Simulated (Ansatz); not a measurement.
# A failed many-body run on GaAs (F-43m)

A first try at the G0W0 gap of GaAs (F-43m), what the program said, and an input that works.

Calculated with Ansatz 0.2.0; G0W0 on PBE, plane waves, PAW.

**1. The starting structure**

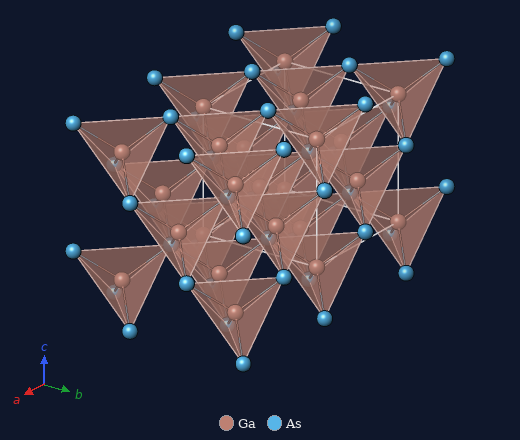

Start, viewed from a free direction; gallium pink, arsenic blue. 2×1×1 cells are drawn. This picture shows the conventional cell, with its axes. Some periodic images of atoms are drawn too.

The cell and positions come from the Crystallography Open Database and are kept as given unless a step says otherwise. The default PAW set here is soft_1. Its files were made with PBE.

**2. First try**

Input file input.yaml:

```yaml
crystal:
  lattice:
    - [0.0, 2.82685, 2.82685]
    - [2.82685, 0.0, 2.82685]
    - [2.82685, 2.82685, 0.0]
  atoms:
    - { symbol: Ga, position: [0.0, 0.0, 0.0] }
    - { symbol: As, position: [0.25, 0.25, 0.25] }
kpoints:
  mp_grid: { grid: [1, 1, 1] }
hamiltonian:
  xc: pbe
  pseudopotentials: { kind: paw, azcp: { folder: "./paw" } }
scf:
  occupations: { method: fixed }
gw:
  n_empty_bands: 73
  ecut_chi: 80
  qp_bands: [v2, c2]
  qp_kpoints: band_edges
  screening: { model: contour_deformation }
```

On the command line:

```console
$ ansatz run input.yaml --threads 3 --pin off --max-ram 92160MiB --backend cuda --events-out ev --progress --plain --runs-dir out --devices 1 --max-vram 13GiB
```

Numbers of over 12 decimals in the logs are rounded to 6 here.

Output:

```text
GPUs: using 1 of 1 available (devices: 1).
Engine: ansatz 0.2.0, x86_64-unknown-linux-gnu
Pseudopotentials: kind: paw
Pseudopotential: Ga, paw, valence charge 13, recommended cutoff 420 eV (normal), <dir>
Pseudopotential: As, paw, valence charge 15, recommended cutoff 420 eV (normal), <dir>
Functional definition: PBE
  parameter kappa = 0.804
  parameter beta = 0.066725
  exchange = pbe_x(kappa = kappa, mu = beta*pi^2/3)
  correlation = pbe_c(beta = beta)
device memory: the entry about to start is reckoned to put 0.4 GiB on a device that reports 77.2 GiB free (of which the cap on the GPU budget leaves the run 13.0 GiB)
GPU FFT provider: cuFFT
GPU libraries: cuBLAS 13.8.2, cuFFT 12.4.0, cuSOLVER 12.3.4
Crystal: 2 atoms, lattice volume = 45.179 Å³
Basis set: ecut = 420 eV, 893 PW (Γ)
Bands: 18, of which v1, the nominal top of the filled ones, is band 14 counted from 1 (13 counted from 0)
Symmetry: 24 space group operations
Space group: F-43m (ITA 216), of the structure as read, at distance tolerance 3.6e-5 Å
k-points: 1
Non-local potential: Ga, projectors of the file, l = 0: 2, l = 1: 2, l = 2: 3, l = 3: 1
Non-local potential: As, projectors of the file, l = 0: 2, l = 1: 2, l = 2: 3, l = 3: 1
PAW form: soft (Blöchl's): semilocal exchange-correlation on the pseudo side does not see the compensation charge
PAW one-centre angular grid: Ga, 590 points (default); XC on 64 Gauss nodes
PAW one-centre angular grid: As, 590 points (default); XC on 64 Gauss nodes
Initial density: superposition of atomic densities (chi_scale 0.1, normalization cell, long waves kept (reshape's long-wave potential 0.00 eV rms))
Initial wavefunctions: pseudopotential atomic-orbital guess
GPU buffer pool allocated for 19683 grid points (all kernels)
GPU transforms: local potential and band sums: pruned to the plane-wave sphere, on 25×25×25
Functional: x = pbe(κ = 0.804, μ = 0.219515), c = pbe(β = 0.066725)
SCF iter   1: F=—  HF=-8623.267541 eV  |F-HF|=—  |Δ(HF+E_count)|=         —  Δρ=1.12e-1  dr2=5.41e0  ethr=3.10e-3  ⟨swp⟩=4.0  Hψ=79  notcnv=0
preconditioner: auto → none  [insulator: Δε(μ)=0.521 eV  Ē_g=12.798 eV  n_scr=14 (ndim 8)  ℏωp=23.4 eV  f_vac=0.001  ε∞_Penn≈4.4]
SCF iter   2: F=—  HF=-8622.158596 eV  |F-HF|=—  |Δ(HF+E_count)|=    1.11e0  Δρ=5.59e-2  dr2=9.92e-1  ethr=3.10e-3  ⟨swp⟩=4.0  Hψ=52  notcnv=0
SCF iter   3: F=—  HF=-8622.056664 eV  |F-HF|=—  |Δ(HF+E_count)|=   1.02e-1  Δρ=2.17e-2  dr2=2.28e-1  ethr=3.10e-3  ⟨swp⟩=2.0  Hψ=33  notcnv=0
SCF iter   4: F=—  HF=-8622.027831 eV  |F-HF|=—  |Δ(HF+E_count)|=   2.88e-2  Δρ=5.48e-3  dr2=5.71e-3  ethr=8.14e-4  ⟨swp⟩=2.0  Hψ=31  notcnv=0
SCF iter   5: F=—  HF=-8622.026767 eV  |F-HF|=—  |Δ(HF+E_count)|=   1.06e-3  Δρ=1.61e-3  dr2=6.25e-4  ethr=2.04e-5  ⟨swp⟩=2.0  Hψ=31  notcnv=0
SCF iter   6: F=—  HF=-8622.027090 eV  |F-HF|=—  |Δ(HF+E_count)|=   3.23e-4  Δρ=3.12e-4  dr2=2.85e-5  ethr=2.23e-6  ⟨swp⟩=2.0  Hψ=26  notcnv=0
SCF iter   7: F=—  HF=-8622.027114 eV  |F-HF|=—  |Δ(HF+E_count)|=   2.39e-5  Δρ=3.78e-5  dr2=4.01e-7  ethr=1.02e-7  ⟨swp⟩=3.0  Hψ=32  notcnv=0
SCF iter   8: F=-8622.027115 eV  HF=-8622.027115 eV  |F-HF|=1.57e-8  |Δ(HF+E_count)|=   4.35e-7  Δρ=3.97e-6  dr2=2.61e-9  ethr=3.57e-10  ⟨swp⟩=5.0  Hψ=71  notcnv=0
SCF 1 converged in 8 iterations: F = -8622.027115 eV  dr2 = 2.61e-9
[...]
device memory: the entry about to start is reckoned to put 0.5 GiB on a device that reports 76.6 GiB free (of which the cap on the GPU budget leaves the run 13.0 GiB)
NSCF: frozen V_eff on 1 k-points
[...]
device memory: the entry about to start is reckoned to put 0.5 GiB on a device that reports 75.6 GiB free (of which the cap on the GPU budget leaves the run 13.0 GiB)
NSCF: frozen V_eff on 1 k-points
G₀W₀ screening: q 1/1
G₀W₀ self-energy: k 1/1
device memory: the entry about to start is reckoned to put 0.3 GiB on a device that reports 73.3 GiB free (of which the cap on the GPU budget leaves the run 13.0 GiB)
NSCF: frozen V_eff on 1 k-points
device memory: the entry about to start is reckoned to put 0.3 GiB on a device that reports 73.2 GiB free (of which the cap on the GPU budget leaves the run 13.0 GiB)
NSCF: frozen V_eff on 1 k-points
device memory: the entry about to start is reckoned to put 0.3 GiB on a device that reports 73.1 GiB free (of which the cap on the GPU budget leaves the run 13.0 GiB)
NSCF: frozen V_eff on 1 k-points
device memory: the entry about to start is reckoned to put 0.3 GiB on a device that reports 73.1 GiB free (of which the cap on the GPU budget leaves the run 13.0 GiB)
NSCF: frozen V_eff on 1 k-points
SCF converged after 8 iterations
Free energy (F): -8622.027115 eV
Harris-Foulkes:  -8622.027115 eV  (|F-HF|=1.57e-8)
Internal energy: -8622.027115 eV  (E = F + TS)
E sigma→0 (E₀):  -8622.027115 eV
Fermi energy:    9.088620 eV
--- Per-component energies (eV) ---
  E_band       = -268.147185
  E_kinetic    = 232.341437
  E_local      = -3707.207393  (includes V_loc(G=0)·N_el)
  E_nonlocal   = -471.324948
  E_hartree    = 2184.198912
  E_xc         = -132.126425
  E_vxc        = -128.438744  (∫ρ·V_xc dr)
  E_paw        = -4029.180666  (= ΣΔE_a)
  E_vpaw       = -561.913451  (= ΣTr[D̂ρ^β])
  E_aug_tail   = -0.000245  (compensation charges beyond the density's cutoff)
  E_ewald      = -2698.727786
  E_smearing   = -0.000000  (= −TS)
  E_closure    = -0.000000  (closes the sum)
  Σ components = -8622.027115   (vs F -8622.027115, Δ=0.00e0)
--- Band table (eV) ---
  k-point 0: bands = [... 10 lower, -3.7374, 9.0886, 9.0886, 9.0886, 9.3113, 12.0591, 12.0591, 12.0591]
--- G₀W₀: contour deformation, 8 samples at zero and on the imaginary axis and 1 off it, 1 q-point, 73 empty bands' worth ---
  eigenvalues of the whole cell's RPA ε∞ on this k-mesh (on a slab, of 1 + 4πα/V) = 11836.1135, 11836.1135, 11836.1135; static W/v taken at q = 0 is 0.000084
  bands read: the sum over 87 bands ends inside a degenerate multiplet in 1 slot, whose members it reads at an even weight; the widest, k=0: bands 87 to 89 (counted from 1) at 1/3 each
  gw.qp_kpoints: band_edges: 1 of 1 stored k-point solved, in 1 pass; an edge of the gap read off the rows below is read off those points alone
    ik  band        ε_KS         Σx   Σc(E_QP)       V_xc       Z   E_QP_lin       E_QP  E_QP is
     0    13      9.0886   -20.5230     4.9499   -15.2484  0.7746     8.7712     8.7640  root
     0    14      9.0886   -20.5230     4.9499   -15.2484  0.7746     8.7712     8.7640  root
     0    15      9.3113    -9.2288    -6.6287   -16.1721  0.6768     9.6071     9.6259  root
     0    16     12.0591    -5.6919    -6.7624   -11.7924  0.8442    11.4010    11.3972  root
```

Wall time 10 s (1 × NVIDIA H100 80GB HBM3 (shared by 6 runs) with 3 threads of AMD EPYC 7R13 (Zen 3), shared host); peak memory 1 GiB.

The column dr2 measures how far the density is from self-consistency, as an energy; F and HF (Harris–Foulkes) agree once it is small.

Q: What is the fault?

The run ended normally, though the input holds a fault or crude settings.

The fault: G0W0 on a mesh far too coarse. So few points can't sample the density or the screening, and the band edges may lie elsewhere in the zone.

It printed a gap of 0.86 eV, which is an artefact of the settings.

**3. A better input**

Now the one-shot GW correction: screening in the RPA, then the self-energy of the levels asked for.

Edit input.yaml of step 2 so:

```diff
@@ -9,3 +9,3 @@
 kpoints:
-  mp_grid: { grid: [1, 1, 1] }
+  mp_grid: { grid: [6, 6, 6] }
 hamiltonian:
@@ -16,4 +16,4 @@
 gw:
-  n_empty_bands: 73
-  ecut_chi: 80
+  n_empty_bands: 134
+  ecut_chi: 120
   qp_bands: [v2, c2]
```

Output:

```text
GPUs: using 1 of 1 available (devices: 1).
[...]
GPU FFT provider: cuFFT
GPU libraries: cuBLAS 13.8.2, cuFFT 12.4.0, cuSOLVER 12.3.4
Crystal: 2 atoms, lattice volume = 45.179 Å³
Basis set: ecut = 420 eV, 893 PW (Γ)
Bands: 18, of which v1, the nominal top of the filled ones, is band 14 counted from 1 (13 counted from 0)
[... 1 set-up line as in the run before ...]
[...]
k-points: 16 of 216 (time reversal used)
[...]
GPU buffer pool allocated for 19683 grid points (all kernels)
[...]
SCF iter   1: F=—  HF=-8639.912317 eV  |F-HF|=—  |Δ(HF+E_count)|=         —  Δρ=4.43e-2  dr2=4.96e-1  ethr=3.10e-3  ⟨swp⟩=4.5  Hψ=1239  notcnv=0  defer=24
[...]
SCF iter   7: F=-8639.826293 eV  HF=-8639.826293 eV  |F-HF|=1.51e-8  |Δ(HF+E_count)|=   6.87e-8  Δρ=1.05e-5  dr2=3.92e-8  ethr=3.57e-10  ⟨swp⟩=4.2  Hψ=1320  notcnv=0
SCF 1 converged in 7 iterations: F = -8639.826293 eV  dr2 = 3.92e-8
[...]
0    13      7.9331   -16.8657     1.0864   -15.3218  0.7492     7.4558     7.4755  root
     0    14      7.9331   -16.8657     1.0864   -15.3218  0.7492     7.4558     7.4755  root
     0    15      8.4491   -12.0394    -3.6950   -16.0455  0.7607     8.7661     8.7602  root
     0    16     11.6676    -7.8370    -4.2899   -12.1900  0.7452    11.7309    11.7307  root
     1    13      7.5527   -16.5279     1.1818   -14.8767  0.7470     7.0611     7.0833  root
     1    14      7.5527   -16.5279     1.1818   -14.8767  0.7470     7.0611     7.0833  root
     1    15      9.5664   -10.4272    -3.7865   -14.3934  0.7566     9.7478     9.7462  root
     1    16     12.2146    -7.9984    -4.4533   -12.5239  0.7390    12.2871    12.2868  root
[...]
12    13      5.2564   -15.6704     2.0971   -13.0194  0.7208     4.6745     4.7025  root
    12    14      5.2564   -15.6704     2.0971   -13.0194  0.7208     4.6745     4.7025  root
    12    15      9.3994    -6.8910    -3.7166   -10.4650  0.7675     9.2578     9.2569  root
    12    16      9.5941    -8.1810    -3.7542   -11.9072  0.7615     9.5661     9.5661  root
[key lines of the parts left out:]
SCF converged after 7 iterations
Free energy (F): -8639.826293 eV
Fermi energy:    7.933069 eV
```

Wall time 22 s (1 × NVIDIA H100 80GB HBM3 (shared by 6 runs) with 3 threads); peak memory 1.1 GiB.

Numbers from this step:

```
bands summed                                 : 148
RPA ε∞ on this mesh (eigenvalues)            : 50.11, 50.11, 50.11
plane waves in the screening matrix          : 137
q-points in the mesh                         : 216
G0W0 gap on the mesh                         : 1.285 eV
k of the valence top                         : 0, 0, 0
k of the conduction bottom                   : 0, 0, 0
starting gap on the mesh                     : 0.5160 eV
Z at the valence top                         : 0.7492
Z at the conduction bottom                   : 0.7607
least direct G0W0 gap on the computed points : 1.285 eV
```

The gap on the mesh goes from 0.52 eV to 1.28 eV, a correction of +0.77 eV. Between the two edge states, bare exchange in place of the xc potential would open the gap by 5.55 eV, and correlation takes back 4.78 eV.

**4. Summary of results**

- first try: converged after 10 s
- better run: G0W0 gap on the mesh 1.28 eV (6×6×6 mesh, 134 empty bands, screening to 120 eV)

**Reading.** The second run differs in: mesh, empty bands and screening cutoff (eV). Bands and cutoff are finite, so the gap is not at the basis limit. The miss can reach some tenths of an eV and take either sign; the mesh is an error of its own. The 6×6×6 mesh is coarse for this cell (its supercell is 24 Å along the shortest edge). The RPA ε∞ on it, from the PBE start, is 50.11; such meshes misread the long-range screening, most where the gap is narrow. The RPA ε∞ on this mesh reaches over 25; with a narrow direct gap a coarse mesh can overstate it, and the correction is then too small. The many-body steps are scalar-relativistic: spin-orbit coupling is not in them.

[Paths, hosts, dates, memory and timing lines, banners, echoed tables and standing remarks are left out of the program output.]

[Logs are printed without paths, hosts, clocks, repeated set-up lines and the standing remarks that a program may print on its own settings, such as how far it seeks lower states.]

[Runs of the session that timed out or met a known fault of the program may be left out.]

[Cells called generated may have been cut or substituted from an entry of the Crystallography Open Database or the Materials Project.]

[Hosts, paths, dates, database ids (printed as entryN), source tags and the programs' standing remarks are cut or masked in the printed files.]
